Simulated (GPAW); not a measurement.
Consider SnO2 (R-3m).

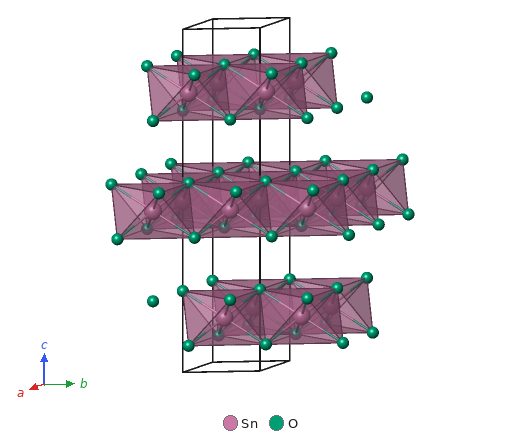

The structure (tin pink, oxygen teal). Bonds to atoms that aren't drawn are left out. 2×2×1 conventional cells are drawn. Some periodic images of atoms are drawn too.

```cif
data_structure
_symmetry_space_group_name_H-M 'P 1'
_symmetry_Int_Tables_number 1
_cell_length_a 5.1510
_cell_length_b 5.1510
_cell_length_c 5.1510
_cell_angle_alpha 36.594
_cell_angle_beta 36.594
_cell_angle_gamma 36.594
_cell_volume 43.49
loop_
_atom_site_label
_atom_site_type_symbol
_atom_site_fract_x
_atom_site_fract_y
_atom_site_fract_z
_atom_site_occupancy
Sn1 Sn 0.50000 0.50000 0.50000 1
O2 O 0.76283 0.76283 0.76283 1
O3 O 0.23717 0.23717 0.23717 1
```

Absorber: atom 1, with 6 O at 2.13 Å (distorted octahedral, site symmetry -3m). Method: GPAW, LDA, full core hole (charged cell), 12-atom cell with 6.1 Å between holes, 4×4×4 k points, dipole transitions, Gaussian full width 8.49 eV.

Question: What does the Sn K edge look like?

Main maxima up to 29 eV above the zero (height): 7.2 eV (1.61). A K edge sees empty p states on the absorber. 

The Sn K spectrum (energy from the lowest empty level; intensity scaled to a mean of 1 over the first 20 eV; polarised curves are means over the symmetry-equivalent atoms):

| E (eV) | isotropic | ε ⊥ c | ε ∥ c |
| --- | --- | --- | --- |
| -2.0 | 0.14 | 0.09 | 0.25 |
| -0.5 | 0.30 | 0.21 | 0.48 |
| 1.0 | 0.56 | 0.44 | 0.81 |
| 2.5 | 0.89 | 0.76 | 1.15 |
| 4.0 | 1.23 | 1.14 | 1.42 |
| 5.5 | 1.50 | 1.49 | 1.51 |
| 7.0 | 1.61 | 1.70 | 1.42 |
| 8.5 | 1.54 | 1.69 | 1.23 |
| 10.0 | 1.34 | 1.50 | 1.01 |
| 11.5 | 1.08 | 1.20 | 0.85 |
| 13.0 | 0.86 | 0.91 | 0.76 |
| 14.5 | 0.70 | 0.70 | 0.71 |
| 16.0 | 0.62 | 0.59 | 0.68 |
| 17.5 | 0.59 | 0.57 | 0.64 |
| 19.0 | 0.60 | 0.59 | 0.61 |
| 20.5 | 0.60 | 0.62 | 0.58 |
| 22.0 | 0.60 | 0.62 | 0.56 |
| 23.5 | 0.58 | 0.59 | 0.55 |
| 25.0 | 0.54 | 0.53 | 0.56 |
| 26.5 | 0.50 | 0.47 | 0.57 |
| 28.0 | 0.47 | 0.42 | 0.58 |
| 29.5 | 0.45 | 0.39 | 0.58 |
| 31.0 | 0.44 | 0.38 | 0.57 |

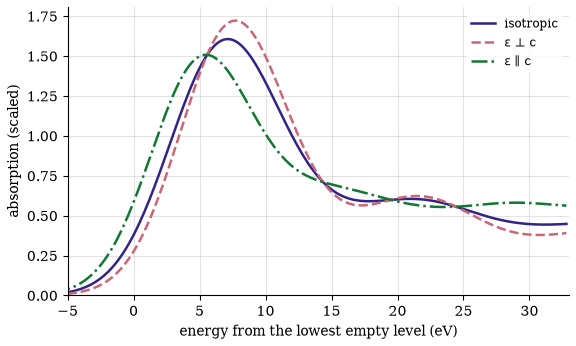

The Sn K edge.

The script folds with a Gaussian, whereas the core hole's own line is a Lorentzian, so the onset is too steep and the first peak too high. The holes are only 6.1 Å apart, so the shape is probably not converged with cell size; no larger cell was run here. The structure is a computed Materials Project entry and may be a hypothetical form.

[Banner, clock and machine lines of the logs are left out without a mark of their own.]

[Logs are printed without paths, hosts, clocks, repeated set-up lines and the standing remarks that a program may print on its own settings, such as how far it seeks lower states.]

[Hosts, paths, dates, database ids (printed as entryN), source tags and the programs' standing remarks are cut or masked in the printed files.]

[Lists of maxima count a maximum above −3 eV only where it reaches 4 % of the highest in the window and stands out from its surroundings by 2 % of it (1.5 % where it reaches 55 %); shoulders and weaker maxima are passed over, and of the rest the first, up to two pre-edge ones and the few strongest are named.]
